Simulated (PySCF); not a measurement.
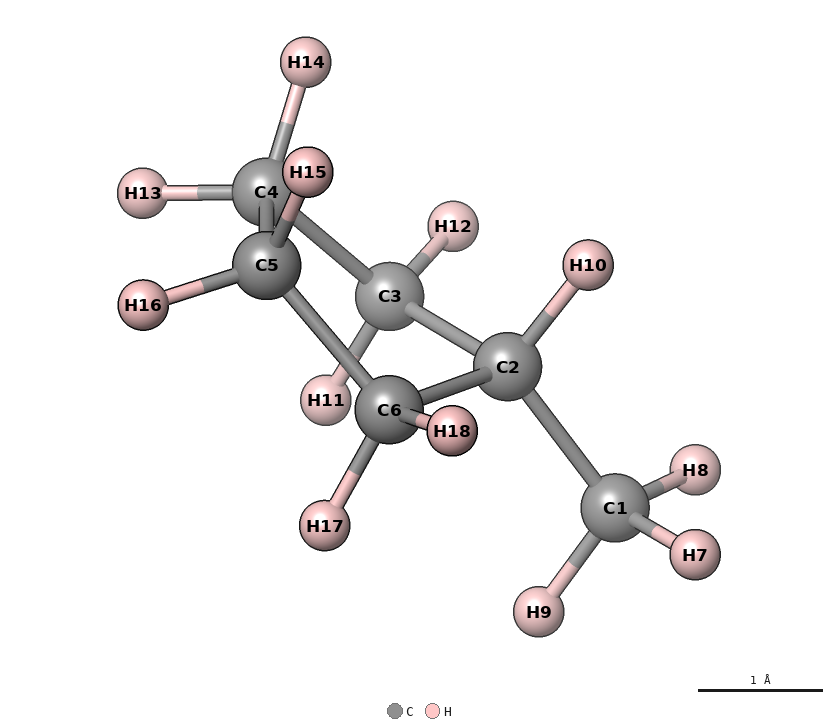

Orthographic view. Distant atoms are faded towards the background colour. Computed geometry: PBE0-D3(BJ)/def2-SVP optimisation. No frequency run is at hand to confirm it as a minimum.

Write a MOL file (V2000) with the atoms in numerical order, bonds sorted by atom number with the orders drawn, and coordinates in the frame of the picture: x right, y up, z towards the viewer, origin at the mean position.

```
C6H12
                    3D

 18 18  0  0  0  0  0  0  0  0999 V2000
    1.6500   -1.3000   -0.5400 C   0  0  0  0  0  0  0  0  0  0  0  0
    0.7800   -0.1600   -0.0600 C   0  0  0  0  0  0  0  0  0  0  0  0
   -0.1800    0.4100   -1.1100 C   0  0  0  0  0  0  0  0  0  0  0  0
   -1.1800    1.2600   -0.3100 C   0  0  0  0  0  0  0  0  0  0  0  0
   -1.1700    0.6600    1.1200 C   0  0  0  0  0  0  0  0  0  0  0  0
   -0.1800   -0.5000    1.0800 C   0  0  0  0  0  0  0  0  0  0  0  0
    2.3000   -1.6800    0.2600 H   0  0  0  0  0  0  0  0  0  0  0  0
    2.3000   -0.9900   -1.3800 H   0  0  0  0  0  0  0  0  0  0  0  0
    1.0300   -2.1400   -0.9000 H   0  0  0  0  0  0  0  0  0  0  0  0
    1.4300    0.6700    0.2800 H   0  0  0  0  0  0  0  0  0  0  0  0
   -0.6900   -0.4300   -1.6100 H   0  0  0  0  0  0  0  0  0  0  0  0
    0.3400    0.9800   -1.9000 H   0  0  0  0  0  0  0  0  0  0  0  0
   -2.1800    1.2500   -0.7700 H   0  0  0  0  0  0  0  0  0  0  0  0
   -0.8600    2.3100   -0.2900 H   0  0  0  0  0  0  0  0  0  0  0  0
   -0.8400    1.4200    1.8400 H   0  0  0  0  0  0  0  0  0  0  0  0
   -2.1700    0.3400    1.4400 H   0  0  0  0  0  0  0  0  0  0  0  0
   -0.7000   -1.4400    0.8200 H   0  0  0  0  0  0  0  0  0  0  0  0
    0.3300   -0.6800    2.0400 H   0  0  0  0  0  0  0  0  0  0  0  0
  1  2  1  0
  1  7  1  0
  1  8  1  0
  1  9  1  0
  2  3  1  0
  2  6  1  0
  2 10  1  0
  3  4  1  0
  3 11  1  0
  3 12  1  0
  4  5  1  0
  4 13  1  0
  4 14  1  0
  5  6  1  0
  5 15  1  0
  5 16  1  0
  6 17  1  0
  6 18  1  0
M  END
```
